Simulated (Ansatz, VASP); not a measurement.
# Cross-check of GaN between VASP and Ansatz

One calculation is typed for both programs; each brings its own data sets. How far apart do they land? Valence electrons are named where the data sets of a main pair hold unlike numbers.

Program: Ansatz 0.2.0. Level of theory: plane waves, with VASP 6.6.1 beside it; band structure at PBE, spin-orbit coupling. Results are calculated unless marked as measured.

**1. Set-up**

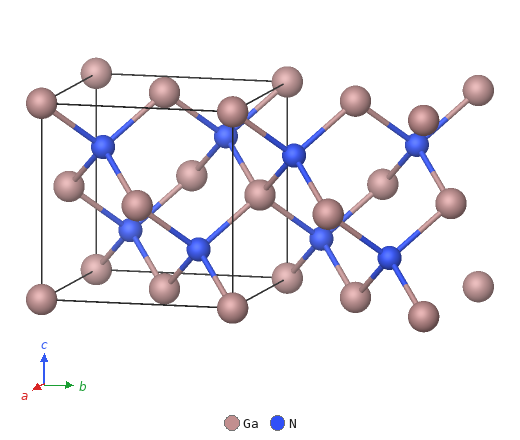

Start, viewed slightly off an axis; gallium pink, nitrogen blue. 1×2×1 cells are drawn. This picture shows the conventional cell, with its axes. Bonds to atoms that aren't drawn are left out. Some periodic images of atoms are drawn too.

Coordinates:

```xyz
2
Lattice="0.0000 2.2535 2.2535 2.2535 0.0000 2.2535 2.2535 2.2535 0.0000" Properties=species:S:1:pos:R:3 pbc="T T T"
Ga    0.0000    0.0000    0.0000
N     3.3803    3.3803    3.3803
```

**2. VASP: band structure, PBE, spin-orbit coupling**

Levels along a path test the potential and the projectors away from the mesh points.

Lines of VASP's logs that name or quote its potential files are left out, and so is its time.

INCAR reads:

```
SYSTEM = GaN
PREC = Accurate
ENCUT = 450
EDIFF = 1E-08
NELM = 100
ISMEAR = 0
SIGMA = 0.01
LREAL = .FALSE.
ALGO = Normal
GGA = PE
LNONCOLLINEAR = .TRUE.
MAGMOM = 0 0 0 0 0 0
NBANDS = 30
GGA_COMPAT = .FALSE.
LASPH = .TRUE.
LSORBIT = .TRUE.
LORBIT = 11
LWAVE = .TRUE.
LCHARG = .FALSE.
KPAR = 8
```

POSCAR reads:

```
GaN
1.0
    0.0000000000      2.2535006075      2.2535006075
    2.2535006075      0.0000000000      2.2535006075
    2.2535006075      2.2535006075      0.0000000000
Ga N
1 1
Direct
    0.0000000000      0.0000000000      0.0000000000
    0.7500000000      0.7500000000      0.7500000000
```

KPOINTS reads:

```
Automatic mesh
0
Gamma
6 6 6
0 0 0
```

KPOINTS_OPT reads:

```
Line mode
12
Line-mode
Reciprocal
  0.00000000   0.00000000   0.00000000 GAMMA
  0.50000000   0.00000000   0.50000000 X

  0.50000000   0.00000000   0.50000000 X
  0.50000000   0.25000000   0.75000000 W

  0.50000000   0.25000000   0.75000000 W
  0.37500000   0.37500000   0.75000000 K

  0.37500000   0.37500000   0.75000000 K
  0.00000000   0.00000000   0.00000000 GAMMA

  0.00000000   0.00000000   0.00000000 GAMMA
  0.50000000   0.50000000   0.50000000 L

  0.50000000   0.50000000   0.50000000 L
  0.62500000   0.25000000   0.62500000 U

  0.62500000   0.25000000   0.62500000 U
  0.50000000   0.25000000   0.75000000 W

  0.50000000   0.25000000   0.75000000 W
  0.50000000   0.50000000   0.50000000 L

  0.50000000   0.50000000   0.50000000 L
  0.37500000   0.37500000   0.75000000 K

  0.62500000   0.25000000   0.62500000 U
  0.50000000   0.00000000   0.50000000 X
```

Potentials, in the order of the species: Ga_d_GW and N_GW (PBE family, release 64).

The run is started by

```
$ mpirun -np 8 vasp_ncl
```

Numbers of over 12 decimals in the logs are rounded to 6 here.

The log of the run:

```text
[banner, memory and clock lines left out]
running    8 mpi-ranks, on    1 nodes
 distrk:  each k-point on    1 cores,    8 groups
 distr:  one band on    1 cores,    1 groups

 POSCAR found type information on POSCAR GaN
 POSCAR found :  2 types and       2 ions
|                                                                             |
|           W    W    AA    RRRRR   N    N  II  N    N   GGGG   !!!           |
|           W    W   A  A   R    R  NN   N  II  NN   N  G    G  !!!           |
|           W    W  A    A  R    R  N N  N  II  N N  N  G       !!!           |
|           W WW W  AAAAAA  RRRRR   N  N N  II  N  N N  G  GGG   !            |
|           WW  WW  A    A  R   R   N   NN  II  N   NN  G    G                |
|           W    W  A    A  R    R  N    N  II  N    N   GGGG   !!!           |
|                                                                             |
|     For optimal performance we recommend to set                             |
|       NCORE = 2 up to number-of-cores-per-socket                            |
|     NCORE specifies how many cores store one orbital (NPAR=cpu/NCORE).      |
|     This setting can greatly improve the performance of VASP for DFT.       |
|     The default, NCORE=1 might be grossly inefficient on modern             |
|     multi-core architectures or massively parallel machines. Do your        |
|     Unfortunately you need to use the default for GW and RPA                |
|     calculations (for HF NCORE is supported but not extensively tested      |
|     yet).                                                                   |
|                                                                             |

 LDA part: xc-table for (Slater+PW92), standard interpolation
 POSCAR, INCAR and KPOINTS ok, starting setup
 FFT: planning ... GRIDC
 FFT: planning ... GRID_SOFT
 FFT: planning ... GRID
 WAVECAR not read
 entering main loop
       N       E                     dE             d eps       ncg     rms          rms(c)
DAV:   1     0.197536139245E+03    0.19754E+03   -0.91956E+03  1418   0.182E+03
DAV:   2     0.175508537470E+02   -0.17999E+03   -0.16894E+03  1400   0.488E+02
DAV:   3    -0.129870443559E+02   -0.30538E+02   -0.29885E+02  1582   0.204E+02
DAV:   4    -0.141062374879E+02   -0.11192E+01   -0.11176E+01  1668   0.494E+01
DAV:   5    -0.141372162879E+02   -0.30979E-01   -0.30977E-01  1620   0.862E+00    0.111E+01
DAV:   6    -0.121230577269E+02    0.20142E+01   -0.37977E+00  2336   0.488E+01    0.503E+00
DAV:   7    -0.121430623349E+02   -0.20005E-01   -0.48384E-01  1806   0.997E+00    0.326E+00
DAV:   8    -0.121418859408E+02    0.11764E-02   -0.69781E-02  1798   0.516E+00    0.713E-01
DAV:   9    -0.121365555923E+02    0.53303E-02   -0.13864E-02  1970   0.393E+00    0.994E-02
DAV:  10    -0.121368029528E+02   -0.24736E-03   -0.15303E-03  1934   0.608E-01    0.382E-02
DAV:  11    -0.121368401763E+02   -0.37223E-04   -0.78107E-05  1924   0.107E-01    0.191E-02
DAV:  12    -0.121368409879E+02   -0.81158E-06   -0.29324E-06  1822   0.336E-02    0.499E-03
DAV:  13    -0.121368414442E+02   -0.45628E-06   -0.14606E-06  1914   0.300E-02    0.209E-03
DAV:  14    -0.121368414231E+02    0.21052E-07   -0.20943E-07  1814   0.598E-03    0.377E-04
DAV:  15    -0.121368414248E+02   -0.17017E-08   -0.27604E-08  1622   0.169E-03
   1 F= -.12136841E+02 E0= -.12136841E+02  d E =-.473532E-15  mag=    -0.0000    -0.0000    -0.0000
 Start KPOINTS_OPT (optional k-point list driver)
k-point batch [1-22\120]
       N       E                     dE             ncg
DAV:   1     0.257208972325E+04   -0.89151E+04     1466
DAV:   2    -0.121475501966E+04   -0.37868E+04     1368
DAV:   3    -0.187701053461E+04   -0.66226E+03     1590
DAV:   4    -0.190186841406E+04   -0.24858E+02     1674
DAV:   5    -0.190259537260E+04   -0.72696E+00     1726
DAV:   6    -0.190263079396E+04   -0.35421E-01     1966
DAV:   7    -0.190263135037E+04   -0.55641E-03     1710
DAV:   8    -0.190263137193E+04   -0.21553E-04     1980
DAV:   9    -0.190263137223E+04   -0.29933E-06     1716
DAV:  10    -0.190263137223E+04   -0.73971E-08     1156
[...]
k-point batch [111-120\120]
       N       E                     dE             ncg
DAV:   1     0.942256098410E+04   -0.63241E+04      674
DAV:   2     0.772221198384E+04   -0.17003E+04      640
DAV:   3     0.745685681040E+04   -0.26536E+03      702
DAV:   4     0.744710262407E+04   -0.97542E+01      794
DAV:   5     0.744684012970E+04   -0.26249E+00      734
DAV:   6     0.744682419975E+04   -0.15930E-01      908
DAV:   7     0.744682396011E+04   -0.23964E-03      738
DAV:   8     0.744682395057E+04   -0.95436E-05      914
DAV:   9     0.744682395044E+04   -0.12709E-06      744
DAV:  10     0.744682395044E+04   -0.23756E-08      594
 writing wavefunctions
```

Parts of OUTCAR (step 2):

```text
ion  position               nearest neighbor table
   1  0.000  0.000  0.000-   2 1.95   2 1.95   2 1.95   2 1.95
   2  0.750  0.750  0.750-   1 1.95   1 1.95   1 1.95   1 1.95

  LATTYP: Found a face centered cubic cell.
 ALAT       =     4.5070012150

 Subroutine GETGRP returns: Found 24 space group operations
 (whereof 24 operations were pure point group operations)

The static configuration has the point symmetry T_d .

 Found     22 irreducible k-points:

   k-points           NKPTS =     22   k-points in BZ     NKDIM =     22   number of bands    NBANDS=     30

   dimension x,y,z NGX =    24 NGY =   24 NGZ =   24
   dimension x,y,z NGXF=    48 NGYF=   48 NGZF=   48

   ENCUT  =  450.0 eV  33.07 Ry    5.75 a.u.   5.51  5.51  5.51*2*pi/ulx,y,z

   NELECT =      18.0000    total number of electrons

 k-points in reciprocal lattice and weights: Automatic mesh
   0.00000000  0.00000000  0.00000000       0.005
   0.16666667  0.00000000  0.00000000       0.019
  -0.16666667  0.00000000  0.00000000       0.019
   0.33333333  0.00000000  0.00000000       0.019
  -0.33333333  0.00000000  0.00000000       0.019
   0.50000000  0.00000000  0.00000000       0.019
   0.16666667  0.16666667  0.00000000       0.028
   0.33333333  0.16666667  0.00000000       0.056
  -0.33333333 -0.16666667  0.00000000       0.056
[...]
-0.33333333  0.33333333  0.16666667       0.111
  -0.33333333  0.50000000  0.16666667       0.056

 average (electrostatic) potential at core
       1 -63.7269       2 -61.4076

 E-fermi :   5.1520

 k-point     1 :       0.0000    0.0000    0.0000
  band No.  band energies     occupation
    ...
     14       5.0905      1.00000
     15       5.1016      1.00000
     16       5.1016      1.00000
     17       5.1016      1.00000
     18       5.1016      1.00000
     19       6.8224      0.00000
     20       6.8224      0.00000
     21      15.1723      0.00000
     22      15.1723      0.00000
     23      15.5064      0.00000
    ...

 k-point     2 :       0.1667    0.0000    0.0000
  band No.  band energies     occupation
    ...
     14       2.8151      1.00000
     15       4.8213      1.00000
     16       4.8213      1.00000
     17       4.8290      1.00000
     18       4.8390      1.00000
     19       8.4331      0.00000
     20       8.4331      0.00000
     21      14.3477      0.00000
     22      14.3477      0.00000
     23      15.6544      0.00000
    ...

 k-point     3 :      -0.1667    0.0000    0.0000
  band No.  band energies     occupation
    ...
     14       2.8151      1.00000
     15       4.8213      1.00000
     16       4.8213      1.00000
     17       4.8290      1.00000
     18       4.8390      1.00000
     19       8.4331      0.00000
     20       8.4331      0.00000
     21      14.3477      0.00000
     22      14.3477      0.00000
     23      15.6544      0.00000
    ...

  Total        0.4978920      0.4978920      0.4978920      0.0000000      0.0000000     -0.0000000
  in kB       34.8532026     34.8532026     34.8532026      0.0000000      0.0000000     -0.0000000
  external PRESSURE =      34.8532026 kB  Pullay stress =       0.0000000 kB

  energy-cutoff  :      450.00
  volume of cell :       22.89
      direct lattice vectors                 reciprocal lattice vectors
     0.000000000  2.253500607  2.253500607    -0.221877020  0.221877020  0.221877020
     2.253500607  0.000000000  2.253500607     0.221877020 -0.221877020  0.221877020
     2.253500607  2.253500607  0.000000000     0.221877020  0.221877020 -0.221877020

 POSITION                                       TOTAL-FORCE (eV/Angst)
 -----------------------------------------------------------------------------------
      0.00000      0.00000      0.00000         0.000000      0.000000      0.000000
      3.38025      3.38025      3.38025        -0.000000     -0.000000     -0.000000
 -----------------------------------------------------------------------------------
    total drift:                               -0.000002     -0.000002     -0.000002

  FREE ENERGIE OF THE ION-ELECTRON SYSTEM (eV)
  ---------------------------------------------------
  free  energy   TOTEN  =       -12.1368414248 eV

  energy  without entropy=      -12.1368414248  energy(sigma->0) =      -12.13684142

 Spin-Orbit-Coupling matrix elements
 Ion:    1  E_soc:     -0.0153622
 Ion:    2  E_soc:     -0.0001057

 total charge
# of ion       s       p       d       tot
------------------------------------------
    1        0.781   0.898  10.127  11.806
    2        1.200   2.453   0.000   3.653
--------------------------------------------------
tot          1.980   3.351  10.127  15.459

 magnetization (x)
# of ion       s       p       d       tot
------------------------------------------
    1       -0.000  -0.000  -0.000  -0.000
    2       -0.000  -0.000   0.000  -0.000
--------------------------------------------------
tot         -0.000  -0.000  -0.000  -0.000

 magnetization (y)
# of ion       s       p       d       tot
------------------------------------------
    1        0.000   0.000  -0.000   0.000
    2        0.000   0.000   0.000   0.000
--------------------------------------------------
tot          0.000   0.000  -0.000   0.000

 magnetization (z)
# of ion       s       p       d       tot
------------------------------------------
    1       -0.000   0.000   0.000  -0.000
    2        0.000  -0.000   0.000  -0.000
--------------------------------------------------
tot          0.000  -0.000   0.000  -0.000

[... 3 further parts left out ...]
```

The run ends at a pressure of 3.49 GPa.

(Continued in part 2 of 2.)

[Lines on the potential files, build, host, timing and source positions are cut from VASP's logs without a mark.]

[Logs are printed without paths, hosts, clocks, repeated set-up lines and the standing remarks that a program may print on its own settings, such as how far it seeks lower states.]

[Hosts, paths, dates, database ids (printed as entryN), source tags and the programs' standing remarks are cut or masked in the printed files.]
